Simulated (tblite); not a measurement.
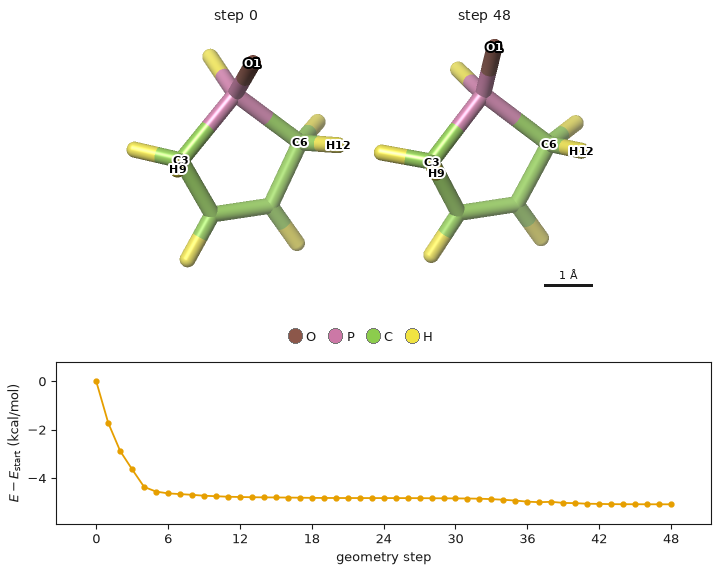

First and last geometry of a relaxation of C₄H₇OP, with the history of the run. A stick model, seen at a tilt.

All numbers below come from GFN2-xTB geometry optimisation, gas phase (tblite 0.8.0). 

> Read the history and describe the run.

It converged. The atom that moves furthest after the best rigid fit is the O atom (0.44 Å). Largest moves by element: O 0.44 Å, H 0.30 Å, C 0.10 Å, P 0.01 Å. Among the contacts that change: O–P 1.499 → 1.463 Å, H–P 1.416 → 1.396 Å, C–C 1.339 → 1.324 Å, C–H 1.101 → 1.091 Å. Among the angles between lasting bonds that change: O–P–C 109.9° → 118.9°, O–P–C 110.6° → 119.0°, C–P–H 109.5° → 103.7°. Over 48 geometry steps the energy falls by 5.08 kcal/mol. Cost: 0.36 s on 1 thread of Arm Neoverse N1 (shared host).
